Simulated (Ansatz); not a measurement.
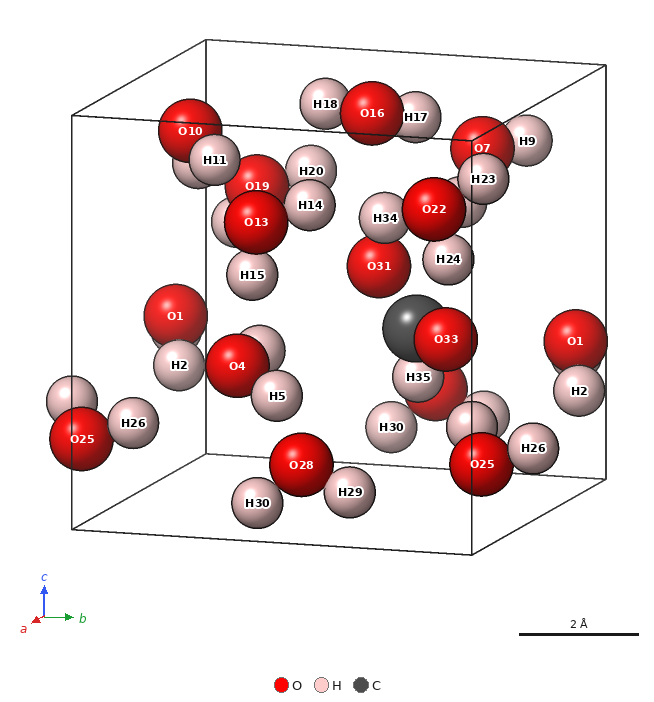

The structure as given in the input (spheres-only view of the cell of the calculation, seen slightly off an axis; atoms are numbered from 1 in the order of the input).

# Run report: CH₂₂O₁₂, molecular dynamics (part 1 of 2)

CH₂₂O₁₂ (disordered cell, 35 atoms in the cell), computed with DFT r2SCAN-D3(BJ), scalar-relativistic, plane waves, PAW, no spin polarisation (Ansatz 0.2.0).

One setting was made poor on purpose. It belongs to a series of runs on one base structure; here: dynamics from the last frame of the run before. Figures and captions count atoms from 1; the log counts them from 0 in places.

The program's output:
```
Warning: md: disabling space-group detection — thermal motion breaks the input geometry's symmetry, so no spatial operation reduces the k-mesh or symmetrises the density; time reversal is kept, so that k and −k are solved as one point where they differ and the mesh holds both, and exact exchange and, on two spinor components, a DFT+U term hold to it where the run has them: on two components no moment then forms, and a state that bears one, which a typed moment (crystal.atoms[].spin; refused beside efield: under a hybrid functional) reaches, can lie lower, under hf by electronvolts; crystal.symmetry.detect: false (a key that needs symmetry detection or time reversal refuses this as the deck is read) with time_reversal: false beside it drops time reversal too
Warning: the engine holds no damping parameters fitted to this dispersion correction and functional, so the run takes those fitted to r2scan beside the three-body term, which d3bj leaves out (hamiltonian.dispersion, under Limitations)
Engine: ansatz 0.2.0, x86_64-unknown-linux-gnu
Pseudopotentials: kind: paw
Pseudopotential: O, paw, valence charge 6, recommended cutoff 500 eV (meta_gga), O.paw.azcp
Pseudopotential: H, paw, valence charge 1, recommended cutoff 500 eV (meta_gga), H.paw.azcp
Pseudopotential: C, paw, valence charge 4, recommended cutoff 500 eV (meta_gga), C.paw.azcp
Functional definition: r2SCAN
  parameter k0 = 0.174
  parameter k1 = 0.065
  parameter a1 = 4.9479
  exchange = r2scan_x(k0 = k0, k1 = k1, a1 = a1)
  correlation = r2scan_c
Crystal: 35 atoms, lattice volume = 363.000 Å³
Basis set: ecut = 500 eV, 9171 PW (Γ), exchange–correlation on 216×216×216 points (64 copies of the dense FFT grid, shifted against one another)
Bands: 84, of which v1, the nominal top of the filled ones, is band 49 counted from 1 (48 counted from 0)
Symmetry: 1 space group operations
k-points: 1
Non-local potential: O, projectors of the file, l = 0: 2, l = 1: 2, l = 2: 1
Non-local potential: H, projectors of the file, l = 0: 2, l = 1: 1
Non-local potential: C, projectors of the file, l = 0: 2, l = 1: 2, l = 2: 1
PAW form: soft (Blöchl's): semilocal exchange-correlation on the pseudo side does not see the compensation charge
PAW frozen core: O, regenerated for the run's functional (the file was generated under x = pbe(κ = 0.804, μ = 0.2195149727645171), c = pbe(β = 0.06672455060314922))
PAW frozen core: C, regenerated for the run's functional (the file was generated under x = pbe(κ = 0.804, μ = 0.2195149727645171), c = pbe(β = 0.06672455060314922))
PAW one-centre angular grid: O, 302 points (default); XC on 160 Gauss nodes
PAW one-centre angular grid: H, 302 points (default); XC on 160 Gauss nodes
PAW one-centre angular grid: C, 302 points (default); XC on 239 of its mesh's 2573 points in the sphere
Initial density: superposition of atomic densities (neutral atoms: chi_scale 0, normalization atom), corrected by the library's trained network
Initial wavefunctions: pseudopotential atomic-orbital guess
Functional: x = r2scan, c = r2scan; τ floored in thin density (d = 2e-4 eV/Å³)
SCF iter   1: F=-7427.741004 eV  HF=-7428.488338 eV  |F-HF|=7.47e-1  |Δ(HF+E_count)|=         —  Δρ=6.43e-3  dr2=1.81e-1  dr2_τ=1.98e0  ethr=1.77e-3  ⟨swp⟩=6.0  Hψ=391  notcnv=0  defer=6
preconditioner: auto → Resta (q_TF=auto, 2.193 Å⁻¹)  ε∞=2.0  [insulator: Δε(μ)=5.439 eV  Ē_g=18.938 eV  σ=0.020 eV  W_gap=1.00  n_scr=80 (ndim 8)  ℏωp=19.3 eV  f_vac=0.272  D(μ)=0.00/eV (n_scr^D=0)  ε∞_Penn≈2.0]
SCF iter   2: F=-7427.820955 eV  HF=-7427.837424 eV  |F-HF|=1.65e-2  |Δ(HF+E_count)|=   6.51e-1  Δρ=3.63e-3  dr2=2.56e-2  dr2_τ=5.32e-3  ethr=1.84e-4  ⟨swp⟩=3.0  Hψ=166  notcnv=0  defer=27
SCF iter   3: F=-7427.823929 eV  HF=-7427.822246 eV  |F-HF|=1.68e-3  |Δ(HF+E_count)|=   1.52e-2  Δρ=1.25e-3  dr2=5.70e-3  dr2_τ=5.14e-4  ethr=2.61e-5  ⟨swp⟩=3.0  Hψ=106  notcnv=0
automatic band count: iteration 3 solves 57 bands in place of 84: the levels show a gap, and the empty bands left out lie too high to hold charge; the band table lists the bands solved (type scf.n_extra_bands for more)
SCF iter   4: F=-7427.825039 eV  HF=-7427.824939 eV  |F-HF|=9.96e-5  |Δ(HF+E_count)|=   2.69e-3  Δρ=3.62e-4  dr2=4.88e-4  dr2_τ=7.41e-5  ethr=5.81e-6  ⟨swp⟩=2.0  Hψ=106  notcnv=0
SCF iter   5: F=-7427.825157 eV  HF=-7427.825171 eV  |F-HF|=1.46e-5  |Δ(HF+E_count)|=   2.32e-4  Δρ=2.30e-4  dr2=1.65e-4  dr2_τ=2.24e-5  ethr=4.98e-7  ⟨swp⟩=2.0  Hψ=113  notcnv=0
SCF iter   6: F=-7427.825229 eV  HF=-7427.825205 eV  |F-HF|=2.46e-5  |Δ(HF+E_count)|=   3.34e-5  Δρ=6.92e-5  dr2=1.80e-5  dr2_τ=1.98e-6  ethr=1.68e-7  ⟨swp⟩=2.0  Hψ=109  notcnv=0
SCF iter   7: F=-7427.825718 eV  HF=-7427.825716 eV  |F-HF|=2.22e-6  |Δ(HF+E_count)|=   5.12e-4  Δρ=2.50e-5  dr2=2.37e-6  dr2_τ=2.69e-7  ethr=1.83e-8  ⟨swp⟩=2.0  Hψ=105  notcnv=0
SCF iter   8: F=-7427.825719 eV  HF=-7427.825719 eV  |F-HF|=4.59e-7  |Δ(HF+E_count)|=   2.61e-6  Δρ=8.82e-6  dr2=2.58e-7  dr2_τ=3.53e-8  ethr=2.42e-9  ⟨swp⟩=2.0  Hψ=106  notcnv=0
SCF iter   9: F=-7427.825719 eV  HF=-7427.825719 eV  |F-HF|=5.38e-8  |Δ(HF+E_count)|=   4.82e-7  Δρ=2.03e-6  dr2=2.04e-8  dr2_τ=1.47e-9  ethr=3.57e-11  ⟨swp⟩=3.0  Hψ=253  notcnv=0
SCF 1 converged in 9 iterations: F = -7427.825719 eV  dr2 = 2.04e-8
  greatest PAW one-centre occupation: 0.881 electrons in one spin orbital (limit 2), on the O atom at site 32 (counted from 0), in its partial waves of l = 0
md step     0: t =     0.00 fs  T =   340.0 K  F+E_penalty+E_count = -7427.82571935 eV  E_kin = 1.538194 eV  (9 SCF iters)
Initial density: handed on by an earlier stage of this run
Initial wavefunctions: those handed on with the density
iter 1 solved again at ethr=2.86e-4 eV; its pass at ethr=3.10e-3 eV (dr2=2.81e-1 eV) is discarded
SCF iter   1: F=-7427.342882 eV  HF=-7427.400948 eV  |F-HF|=5.81e-2  |Δ(HF+E_count)|=         —  Δρ=1.32e-2  dr2=2.88e-1  dr2_τ=1.80e-1  ethr=2.86e-4  ⟨swp⟩=2.0  Hψ=340  notcnv=0
automatic band count: iteration 1 solves 57 bands in place of 84: the levels show a gap, and the empty bands left out lie too high to hold charge; the band table lists the bands solved (type scf.n_extra_bands for more)
preconditioner: auto → Resta (q_TF=auto, 2.193 Å⁻¹)  ε∞=2.6  [insulator: Δε(μ)=5.324 eV  Ē_g=14.973 eV  σ=0.020 eV  W_gap=1.00  n_scr=80 (ndim 8)  ℏωp=19.1 eV  f_vac=0.279  D(μ)=0.00/eV (n_scr^D=0)  ε∞_Penn≈2.6]
SCF iter   2: F=-7427.437427 eV  HF=-7427.427506 eV  |F-HF|=9.92e-3  |Δ(HF+E_count)|=   2.66e-2  Δρ=5.63e-3  dr2=3.81e-2  dr2_τ=9.85e-3  ethr=2.86e-4  ⟨swp⟩=3.0  Hψ=116  notcnv=0
SCF iter   3: F=-7427.442532 eV  HF=-7427.439027 eV  |F-HF|=3.50e-3  |Δ(HF+E_count)|=   1.15e-2  Δρ=2.35e-3  dr2=7.73e-3  dr2_τ=1.17e-3  ethr=3.89e-5  ⟨swp⟩=2.0  Hψ=111  notcnv=0  defer=2
SCF iter   4: F=-7427.443609 eV  HF=-7427.443368 eV  |F-HF|=2.41e-4  |Δ(HF+E_count)|=   4.34e-3  Δρ=3.16e-4  dr2=4.40e-4  dr2_τ=3.01e-5  ethr=7.89e-6  ⟨swp⟩=2.0  Hψ=112  notcnv=0  defer=2
SCF iter   5: F=-7427.443581 eV  HF=-7427.443696 eV  |F-HF|=1.15e-4  |Δ(HF+E_count)|=   3.28e-4  Δρ=2.71e-4  dr2=2.18e-4  dr2_τ=2.80e-5  ethr=4.49e-7  ⟨swp⟩=2.0  Hψ=111  notcnv=0  defer=2
SCF iter   6: F=-7427.443694 eV  HF=-7427.443689 eV  |F-HF|=4.49e-6  |Δ(HF+E_count)|=   6.12e-6  Δρ=6.39e-5  dr2=1.35e-5  dr2_τ=1.38e-6  ethr=2.23e-7  ⟨swp⟩=2.0  Hψ=108  notcnv=0  defer=2
SCF iter   7: F=-7427.444183 eV  HF=-7427.444184 eV  |F-HF|=9.84e-7  |Δ(HF+E_count)|=   4.95e-4  Δρ=3.65e-5  dr2=3.91e-6  dr2_τ=5.72e-7  ethr=1.38e-8  ⟨swp⟩=2.0  Hψ=104  notcnv=0  defer=2
SCF iter   8: F=-7427.444185 eV  HF=-7427.444185 eV  |F-HF|=2.68e-7  |Δ(HF+E_count)|=   6.58e-7  Δρ=6.43e-6  dr2=1.47e-7  dr2_τ=1.85e-8  ethr=3.99e-9  ⟨swp⟩=2.0  Hψ=104  notcnv=0  defer=2
SCF iter   9: F=-7427.444185 eV  HF=-7427.444185 eV  |F-HF|=3.96e-8  |Δ(HF+E_count)|=   2.60e-7  Δρ=2.44e-6  dr2=2.35e-8  dr2_τ=1.86e-9  ethr=3.57e-11  ⟨swp⟩=5.0  Hψ=237  notcnv=0
SCF 2 converged in 9 iterations: F = -7427.444185 eV  dr2 = 2.35e-8
[...]
  greatest PAW one-centre occupation: 0.882 electrons in one spin orbital (limit 2), on the O atom at site 32 (counted from 0), in its partial waves of l = 0
md step     1: t =     2.00 fs  T =   302.4 K  F+E_penalty+E_count = -7427.44418499 eV  E_kin = 1.367964 eV  (9 SCF iters, 3 dispersion substeps)
[... from here on the SCF iterations and repeated set-up lines of each step are left out, up to the last step ...]
md step     2: t =     4.00 fs  T =   307.9 K  F+E_penalty+E_count = -7427.54876803 eV  E_kin = 1.392910 eV  (9 SCF iters, 3 dispersion substeps)
md step     3: t =     6.00 fs  T =   281.0 K  F+E_penalty+E_count = -7427.31947911 eV  E_kin = 1.271492 eV  (9 SCF iters, 3 dispersion substeps)
md step     4: t =     8.00 fs  T =   321.6 K  F+E_penalty+E_count = -7427.54043001 eV  E_kin = 1.455132 eV  (9 SCF iters, 3 dispersion substeps)
md step     5: t =    10.00 fs  T =   295.5 K  F+E_penalty+E_count = -7427.44234543 eV  E_kin = 1.336870 eV  (9 SCF iters, 3 dispersion substeps)
md step     6: t =    12.00 fs  T =   337.3 K  F+E_penalty+E_count = -7427.49975944 eV  E_kin = 1.526075 eV  (9 SCF iters, 3 dispersion substeps)
md step     7: t =    14.00 fs  T =   296.2 K  F+E_penalty+E_count = -7427.41098512 eV  E_kin = 1.339890 eV  (10 SCF iters, 3 dispersion substeps)
md step     8: t =    16.00 fs  T =   289.4 K  F+E_penalty+E_count = -7427.34318150 eV  E_kin = 1.309139 eV  (9 SCF iters, 3 dispersion substeps)
md step     9: t =    18.00 fs  T =   298.8 K  F+E_penalty+E_count = -7427.32107383 eV  E_kin = 1.351735 eV  (9 SCF iters, 3 dispersion substeps)
md step    10: t =    20.00 fs  T =   280.2 K  F+E_penalty+E_count = -7427.22733603 eV  E_kin = 1.267553 eV  (9 SCF iters, 3 dispersion substeps)
md step    11: t =    22.00 fs  T =   301.4 K  F+E_penalty+E_count = -7427.31944121 eV  E_kin = 1.363662 eV  (10 SCF iters, 3 dispersion substeps)
md step    12: t =    24.00 fs  T =   277.1 K  F+E_penalty+E_count = -7427.11820142 eV  E_kin = 1.253753 eV  (9 SCF iters, 3 dispersion substeps)
md step    13: t =    26.00 fs  T =   270.6 K  F+E_penalty+E_count = -7427.13520779 eV  E_kin = 1.224211 eV  (10 SCF iters, 3 dispersion substeps)
md step    14: t =    28.00 fs  T =   254.4 K  F+E_penalty+E_count = -7427.00028279 eV  E_kin = 1.151001 eV  (9 SCF iters, 3 dispersion substeps)
md step    15: t =    30.00 fs  T =   265.0 K  F+E_penalty+E_count = -7427.12452223 eV  E_kin = 1.198747 eV  (10 SCF iters, 3 dispersion substeps)
md step    16: t =    32.00 fs  T =   285.9 K  F+E_penalty+E_count = -7427.21241083 eV  E_kin = 1.293425 eV  (9 SCF iters, 3 dispersion substeps)
md step    17: t =    34.00 fs  T =   290.6 K  F+E_penalty+E_count = -7427.13855873 eV  E_kin = 1.314595 eV  (10 SCF iters, 3 dispersion substeps)
md step    18: t =    36.00 fs  T =   298.4 K  F+E_penalty+E_count = -7427.32739357 eV  E_kin = 1.350117 eV  (9 SCF iters, 3 dispersion substeps)
md step    19: t =    38.00 fs  T =   295.3 K  F+E_penalty+E_count = -7427.16578922 eV  E_kin = 1.335985 eV  (9 SCF iters, 3 dispersion substeps)
automatic band count: iteration 1 solves 57 bands in place of 84: the levels show a gap, and the empty bands left out lie too high to hold charge; the band table lists the bands solved (type scf.n_extra_bands for more)
preconditioner: auto → Resta (q_TF=auto, 2.193 Å⁻¹)  ε∞=2.6  [insulator: Δε(μ)=4.810 eV  Ē_g=14.967 eV  σ=0.020 eV  W_gap=1.00  n_scr=80 (ndim 8)  ℏωp=19.1 eV  f_vac=0.286  D(μ)=0.00/eV (n_scr^D=0)  ε∞_Penn≈2.6]
md step    20: t =    40.00 fs  T =   342.1 K  F+E_penalty+E_count = -7427.28046870 eV  E_kin = 1.547852 eV  (10 SCF iters, 3 dispersion substeps)
```

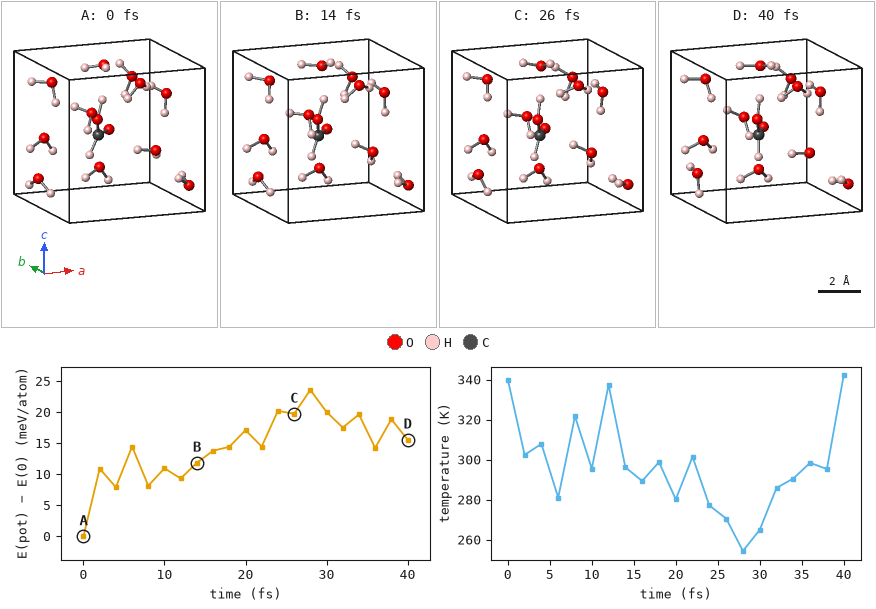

Frames of the molecular dynamics (ball-and-stick, simulation cell, seen slightly off an axis) above the curves, on which the letters mark them. The trajectory kept here has 21 frames over 40 fs. The temperature starts at 340 K, ranges from 254 to 342 K and averages 287 K over the second half. The potential energy ends 15.6 meV/atom above its first value. With the common drift removed, the root-mean-square displacement is 0.39 Å, and H29 has moved furthest (0.92 Å).

```
preconditioner: auto → Resta (q_TF=auto, 2.193 Å⁻¹)  ε∞=2.1  [insulator: Δε(μ)=4.886 eV  Ē_g=18.800 eV  σ=0.020 eV  W_gap=1.00  n_scr=80 (ndim 8)  ℏωp=19.3 eV  f_vac=0.285  D(μ)=0.00/eV (n_scr^D=0)  ε∞_Penn≈2.1]
Free energy (F): -7427.280469 eV
Harris-Foulkes:  -7427.280469 eV  (|F-HF|=3.77e-9)
Internal energy: -7427.280469 eV  (E = F + TS)
[...]
E sigma→0 (E₀):  -7427.280469 eV
Fermi energy:    -0.041986 eV
--- Per-component energies (eV) ---
  E_band       = -1028.238114
  E_kinetic    = 2504.143365
  E_local      = -7942.428404  (includes V_loc(G=0)·N_el)
  E_nonlocal   = 637.423726
  E_hartree    = 2872.726983
  E_xc         = -1112.539793
  E_vxc        = -1608.799783  (∫ρ·V_xc dr)
  E_paw        = -2040.001132  (= ΣΔE_a)
  E_vpaw       = -475.157542  (= ΣTr[D̂ρ^β])
  E_aug_tail   = 0.003074  (compensation charges beyond the density's cutoff)
  E_vtau       = 111.123031  (kinetic-family band-sum trace: ∫τ·v_τ [+ j·A + Jᵃ·Aᵃ] dr)
  E_ewald      = -2345.589373
  E_disp       = -0.610852  (pairwise vdW)
  E_core_change = -0.408065  (= ΣΔE_core)
  E_smearing   = -0.000000  (= −TS)
  E_closure    = -0.000000  (closes the sum)
  Σ components = -7427.280469   (vs F -7427.280469, Δ=0.00e0)
--- Forces (eV/Å), atoms counted from 1 ---
  atom   1  O     -0.99127068     0.17744543    -0.00920518
  atom   2  H     -0.15303293    -0.09608984    -0.27847211
  atom   3  H      1.12116065    -0.09999527     0.30573227
  atom   4  O      1.34127099     0.72628629    -0.22069710
  atom   5  H     -0.33790245    -1.16864545     0.02159200
  atom   6  H     -0.62273758     0.36210455     0.09785301
  atom   7  O     -0.93387046    -0.00512989     0.07621543
  atom   8  H     -0.32442355     0.27763275     0.41088446
  atom   9  H      1.94221961    -0.55092541    -0.43309103
  atom  10  O      1.51097022     0.75633689    -0.65446239
  atom  11  H     -1.27939977    -0.71789506     1.37217599
  atom  12  H     -0.75451920    -0.12237949    -0.28339836
  atom  13  O     -0.05319057     1.07662975    -0.05645286
  atom  14  H      0.06243542    -1.14165157    -0.22990801
  atom  15  H      0.07544227     0.01892059    -0.10903839
  atom  16  O     -0.99955778     2.45068578    -0.43057960
  atom  17  H      1.05656333    -0.59928628     0.17350522
  atom  18  H     -0.23696094    -1.71099089     0.19391211
  atom  19  O     -0.57010146    -0.90795921    -0.59002724
  atom  20  H      1.28240757    -0.12243227    -0.88912085
  atom  21  H     -0.53114147     0.87963169     1.57444262
  atom  22  O      1.20740319    -0.95840078    -0.15405346
  atom  23  H     -1.30112480     0.94668247     1.30024548
  atom  24  H     -0.38951079     0.20980815    -0.93369364
  atom  25  O     -0.07947694    -0.03127169    -0.24590135
  atom  26  H      0.12004174     0.29827018     0.07848286
  atom  27  H     -0.24134170     0.00617413     0.20674084
  atom  28  O     -0.38819121    -3.73728412    -1.25862398
  atom  29  H      0.29508039     2.83039863    -0.06952022
  atom  30  H      0.07481943     0.70923900     1.32084516
  atom  31  O     -0.09787858     0.44892449    -0.64125930
  atom  32  C      0.26395918    -1.21541839     0.61540667
  atom  33  O      0.14197859     0.39068691    -0.28205873
  atom  34  H      0.10341168     0.12222747    -0.12579938
  atom  35  H     -0.31352863     0.49765944     0.14727766
  max |Σ_I F_I| component: 5.14e-5 eV/Å
--- MD trajectory: 20 steps, t = 0.0 → 40.0 fs ---
  final state: T = 342.1 K   F+E_penalty+E_count = -7427.28046870 eV   E_kin = 1.547852 eV
```
